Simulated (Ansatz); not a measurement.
**CH5ClFNSi: two geometries relaxed**

Aim: relax the geometries before and after the inversion of the pyramid at N1, and see whether they are two minima and how far apart in energy. SMILES of the start: N[SiH](F)CCl.

Method: RKS LDA/def2-SVP, in Ansatz 0.2.0.

**1. The structure to begin with**

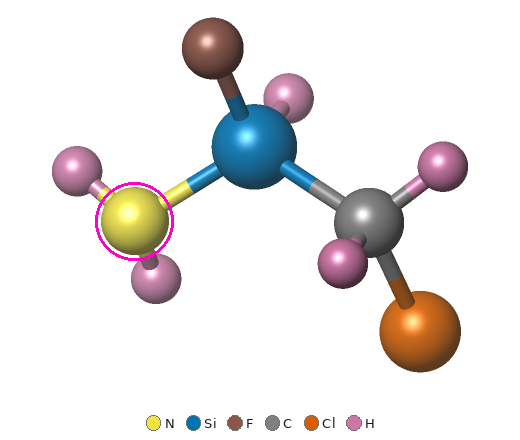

Start, viewed from a chosen angle; nitrogen yellow, silicon blue, fluorine brown, carbon grey, chlorine orange, hydrogen pink. Ringed: N1.

Structure file:

```xyz
10

N    -0.2707   -1.3134   -1.0231
Si    0.0978   -0.4604    0.3989
F     1.3828   -1.1946    0.9256
C     0.5095    1.3494    0.1922
Cl   -1.0484    2.1764   -0.3313
H    -1.2624   -0.9815   -1.3026
H    -0.3290   -2.2618   -0.8286
H    -0.9655   -0.7150    1.3365
H     0.7675    1.8157    1.1741
H     1.2015    1.5341   -0.5388
```

**2. Relaxing end A**

Contents of input.yaml:

```yaml
crystal:
  periodic: [false, false, false]
  atoms:
    - { symbol: "N", position_ang: [-0.2707, -1.3134, -1.0231] }
    - { symbol: Si, position_ang: [0.0978, -0.4604, 0.3989] }
    - { symbol: F, position_ang: [1.3828, -1.1946, 0.9256] }
    - { symbol: C, position_ang: [0.5095, 1.3494, 0.1922] }
    - { symbol: Cl, position_ang: [-1.0484, 2.1764, -0.3313] }
    - { symbol: H, position_ang: [-1.2624, -0.9815, -1.3026] }
    - { symbol: H, position_ang: [-0.329, -2.2618, -0.8286] }
    - { symbol: H, position_ang: [-0.9655, -0.715, 1.3365] }
    - { symbol: H, position_ang: [0.7675, 1.8157, 1.1741] }
    - { symbol: H, position_ang: [1.2015, 1.5341, -0.5388] }
basis:
  gaussian: { orbitals: def2-SVP }
hamiltonian:
  xc: lda
relax:
  f_tol: 0.015
  max_steps: 40
```

On the command line:

```console
> ansatz run input.yaml --threads 2 --pin off --max-ram 3072MiB --backend cpu --events-out ev --progress --plain --runs-dir out
```

The log of the run, cut to the lines that bear on the results:

```text
Warning: RAYON_NUM_THREADS=2 ignored (pool sized by the plan → 2); use --threads N
[...]
Functional definition: SPW92
[...]
1159 factors; their error is unknown
[...]
mean field -25604.84573131 eV, -940.9607250380 hartree, gradient 1.4e-5 eV, S^2 0.000000; 0 other end points of the search recorded, 0 dependent functions left out
[...]
reference -25604.84576349 eV, -940.9607262205 hartree; 29, 29 occupied and 74, 74 virtual orbitals, 1159 factors
relax step   1: F+E_penalty+E_count = -25604.84573131 eV  Δ(F+E_penalty+E_count) = +0.000e0 eV  max|allowed force component| = 3.735e0 eV/Å  Δτ_max = 0.0000 Å  (27 SCF iters, accepted)
[...]
relax step   4: F+E_penalty+E_count = -25605.50228233 eV  Δ(F+E_penalty+E_count) = -4.996e-2 eV  max|allowed force component| = 2.275e-1 eV/Å  Δτ_max = 0.0903 Å  (28 SCF iters, accepted)
[...]
relax step   7: F+E_penalty+E_count = -25605.55193769 eV  Δ(F+E_penalty+E_count) = -1.671e-2 eV  max|allowed force component| = 3.271e-1 eV/Å  Δτ_max = 0.1317 Å  (27 SCF iters, accepted)
[...]
relax step  10: F+E_penalty+E_count = -25605.56149488 eV  Δ(F+E_penalty+E_count) = -2.991e-3 eV  max|allowed force component| = 3.187e-2 eV/Å  Δτ_max = 0.0307 Å  (28 SCF iters, accepted)
[...]
relax step  13: F+E_penalty+E_count = -25605.56380226 eV  Δ(F+E_penalty+E_count) = -2.551e-4 eV  max|allowed force component| = 3.960e-2 eV/Å  Δτ_max = 0.0084 Å  (27 SCF iters, accepted)
[...]
relax step  14: F+E_penalty+E_count = -25605.56386719 eV  Δ(F+E_penalty+E_count) = -6.493e-5 eV  max|allowed force component| = 5.599e-2 eV/Å  Δτ_max = 0.0103 Å  (28 SCF iters, accepted)
[...]
relax step  15: F+E_penalty+E_count = -25605.56397106 eV  Δ(F+E_penalty+E_count) = -1.039e-4 eV  max|allowed force component| = 8.706e-3 eV/Å  Δτ_max = 0.0088 Å  (27 SCF iters, accepted)
1159 factors; their error is unknown
[...]
mean field -25605.56397106 eV, -940.9871198617 hartree, gradient 2.4e-5 eV, S^2 0.000000; 1 other end points of the search recorded, 0 dependent functions left out
[...]
reference -25605.56400371 eV, -940.9871210618 hartree; 29, 29 occupied and 74, 74 virtual orbitals, 1159 factors
Total energy: -25605.56400371 eV, -940.9871210618 hartree
Atom 0 at    -0.462878    -1.243196    -0.871204 Å, force     0.004904     0.008706     0.006354 eV/Å
Atom 1 at     0.149260    -0.559675     0.556421 Å, force     0.007287     0.003549    -0.000527 eV/Å
Atom 2 at     1.641719    -1.104499     0.913926 Å, force    -0.005917     0.000461    -0.002513 eV/Å
Atom 3 at     0.357027     1.269335     0.188704 Å, force     0.003136    -0.003106    -0.001149 eV/Å
Atom 4 at    -1.031558     1.893608    -0.740531 Å, force    -0.003095     0.001572    -0.001895 eV/Å
Atom 5 at    -0.774617    -0.589003    -1.598263 Å, force    -0.000814    -0.000660    -0.001025 eV/Å
Atom 6 at    -0.888293    -2.168740    -0.945292 Å, force    -0.003090    -0.006844    -0.002289 eV/Å
Atom 7 at    -0.647924    -0.841796     1.796505 Å, force    -0.000321    -0.000064     0.000674 eV/Å
Atom 8 at     0.460966     1.871257     1.116103 Å, force    -0.001180    -0.002320    -0.000172 eV/Å
Atom 9 at     1.279399     1.421609    -0.413469 Å, force    -0.000909    -0.001295     0.002542 eV/Å
Dipole moment:    -0.181649    -0.025263    -0.120069 e Å
```

Wall time 25 s (2 threads of Arm Neoverse V2, shared host); peak memory 0.17 GiB.

The steps of the relaxation:

```
step  energy from step 1 (eV)  largest force component (eV/Å)
   1                   0.0000                          3.7355
   2                  -0.5229                          1.1796
   3                  -0.6066                          0.6998
   4                  -0.6566                          0.2275
   5                  -0.6782                          0.2983
   6                  -0.6895                          0.4416
   7                  -0.7062                          0.3271
   8                  -0.7128                          0.1299
  9x                  -0.7117                          0.3088
  10                  -0.7158                          0.0319
  11                  -0.7173                          0.0476
  12                  -0.7178                          0.0702
  13                  -0.7181                          0.0396
  14                  -0.7181                          0.0560
  15                  -0.7182                          0.0087
```

Step 1 is the start. 1 step was tried and not accepted (marked x).

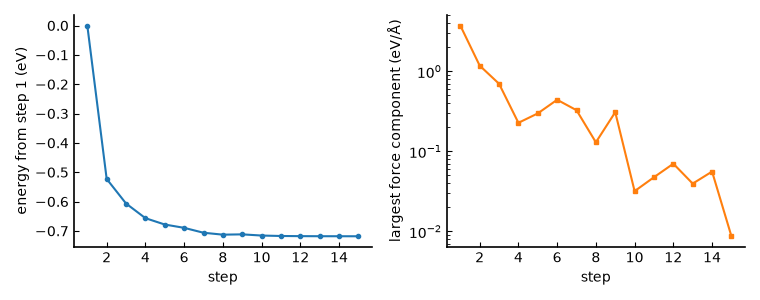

Energy and largest force along the relaxation.

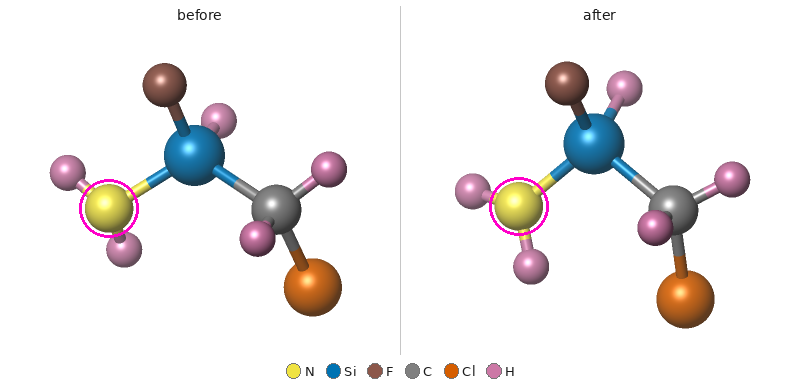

The structure before (left) and after (right), drawn at the same scale.

After: Bond lengths: N1–Si2 1.697 Å, Si2–F3 1.629 Å, Si2–C4 1.877 Å, C4–Cl5 1.784 Å, N1–H6 1.027 Å, N1–H7 1.021 Å, Si2–H8 1.501 Å, C4–H9 1.110 Å, C4–H10 1.112 Å. Angles (14 of 15 angles, heavy atoms first): N1–Si2–F3 112.4°, N1–Si2–C4 105.5°, F3–Si2–C4 105.5°, Si2–C4–Cl5 110.9°, N1–Si2–H8 115.3°, F3–Si2–H8 104.0°, C4–Si2–H8 113.8°, Si2–N1–H6 116.7°, Si2–N1–H7 125.2°, Si2–C4–H9 112.0°, Si2–C4–H10 109.3°, Cl5–C4–H9 108.6°, Cl5–C4–H10 108.4°, H6–N1–H7 113.6°.

**3. End point B**

The second end starts from a geometry with the move made by hand.

input.yaml, as its differences from that of step 2:

```diff
@@ -8,4 +8,4 @@
     - { symbol: Cl, position_ang: [-1.0484, 2.1764, -0.3313] }
-    - { symbol: H, position_ang: [-1.2624, -0.9815, -1.3026] }
-    - { symbol: H, position_ang: [-0.329, -2.2618, -0.8286] }
+    - { symbol: H, position_ang: [-0.13317, -0.59902, -1.82466] }
+    - { symbol: H, position_ang: [0.37776, -2.02242, -1.15535] }
     - { symbol: H, position_ang: [-0.9655, -0.715, 1.3365] }
```

On the command line:

```console
> ansatz run input.yaml --threads 2 --pin off --max-ram 3072MiB --backend cpu --events-out ev --progress --plain --runs-dir out
```

The log of the run, cut to the lines that bear on the results:

```text
Warning: RAYON_NUM_THREADS=2 ignored (pool sized by the plan → 2); use --threads N
[...]
[... 1 set-up line as earlier in the session ...]
[...]
1159 factors; their error is unknown
[...]
mean field -25604.81289689 eV, -940.9595183951 hartree, gradient 5.7e-5 eV, S^2 0.000000; 0 other end points of the search recorded, 0 dependent functions left out
[...]
reference -25604.81292880 eV, -940.9595195677 hartree; 29, 29 occupied and 74, 74 virtual orbitals, 1159 factors
relax step   1: F+E_penalty+E_count = -25604.81289689 eV  Δ(F+E_penalty+E_count) = +0.000e0 eV  max|allowed force component| = 3.892e0 eV/Å  Δτ_max = 0.0000 Å  (26 SCF iters, accepted)
[...]
relax step   4: F+E_penalty+E_count = -25605.44528997 eV  Δ(F+E_penalty+E_count) = -2.565e-2 eV  max|allowed force component| = 5.306e-1 eV/Å  Δτ_max = 0.1014 Å  (30 SCF iters, accepted)
[...]
Total energy: -25605.56379463 eV, -940.9871133780 hartree
Atom 0 at    -0.024660    -1.141167    -1.100243 Å, force    -0.007991     0.009420     0.013892 eV/Å
Atom 1 at     0.264582    -0.524514     0.455587 Å, force     0.001118    -0.009798    -0.009968 eV/Å
Atom 2 at     1.689963    -1.031947     1.056071 Å, force     0.001412     0.004751     0.001505 eV/Å
Atom 3 at     0.428660     1.331082     0.233395 Å, force     0.001842     0.005908     0.001563 eV/Å
Atom 4 at    -0.828948     1.943151    -0.874595 Å, force     0.001523     0.000308     0.000199 eV/Å
Atom 5 at    -0.274173    -0.454723    -1.821983 Å, force     0.004659     0.000027    -0.000965 eV/Å
Atom 6 at    -0.372485    -2.080920    -1.299065 Å, force    -0.000850    -0.007301    -0.004312 eV/Å
Atom 7 at    -0.733414    -0.913546     1.507478 Å, force    -0.000613    -0.002423    -0.000304 eV/Å
Atom 8 at     0.344872     1.875314     1.197705 Å, force    -0.000262    -0.000177    -0.001449 eV/Å
Atom 9 at     1.424692     1.568031    -0.200260 Å, force    -0.000839    -0.000715    -0.000160 eV/Å
Dipole moment:    -0.157504    -0.020621    -0.151598 e Å
```

Wall time 25 s (2 threads of Arm Neoverse V2, shared host); peak memory 0.17 GiB.

The steps of the relaxation:

```
step  energy from step 1 (eV)  largest force component (eV/Å)
   1                   0.0000                          3.8925
   2                  -0.5063                          1.2401
   3                  -0.6067                          0.5300
   4                  -0.6324                          0.5306
   5                  -0.6750                          0.5350
   6                  -0.6859                          0.3412
  7x                  -0.6353                          2.3083
   8                  -0.7111                          0.2574
   9                  -0.7287                          0.2453
  10                  -0.7434                          0.1392
  11                  -0.7449                          0.1623
  12                  -0.7503                          0.0958
 13x                  -0.7502                          0.1839
  14                  -0.7507                          0.0117
  15                  -0.7509                          0.0139
```

Step 1 is the start. 2 steps were tried and not accepted (marked x).

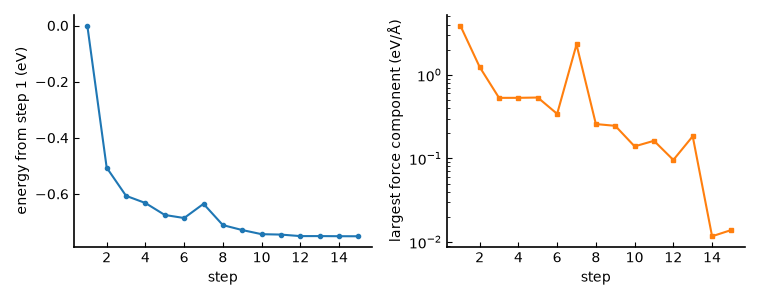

How energy and force went from step to step.

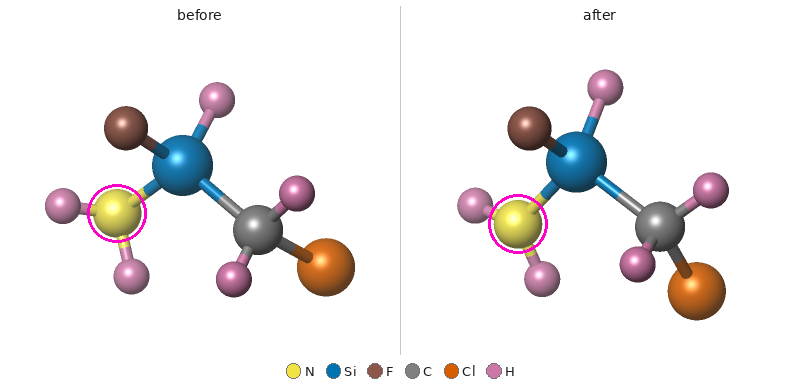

The structure before (left) and after (right), drawn at the same scale.

After: Bond lengths: N1–Si2 1.698 Å, Si2–F3 1.628 Å, Si2–C4 1.876 Å, C4–Cl5 1.784 Å, N1–H6 1.027 Å, N1–H7 1.022 Å, Si2–H8 1.501 Å, C4–H9 1.110 Å, C4–H10 1.112 Å. Angles (14 of 15 angles, heavy atoms first): N1–Si2–F3 112.0°, N1–Si2–C4 105.4°, F3–Si2–C4 106.0°, Si2–C4–Cl5 110.6°, N1–Si2–H8 115.8°, F3–Si2–H8 104.1°, C4–Si2–H8 113.4°, Si2–N1–H6 116.3°, Si2–N1–H7 124.8°, Si2–C4–H9 112.0°, Si2–C4–H10 109.6°, Cl5–C4–H9 108.5°, Cl5–C4–H10 108.4°, H6–N1–H7 113.3°.

**4. What came out**

| quantity | value |
| --- | --- |
| end A | 13 moves, 0.718 eV lower |
| end B | 12 moves, 0.751 eV lower |
| largest difference between the ends | 0.02 Å |
| end B relative to end A | +0.000 eV |

The two relaxations end at one structure, within 0.02 Å: no second minimum was found from this start, which doesn't rule one out.
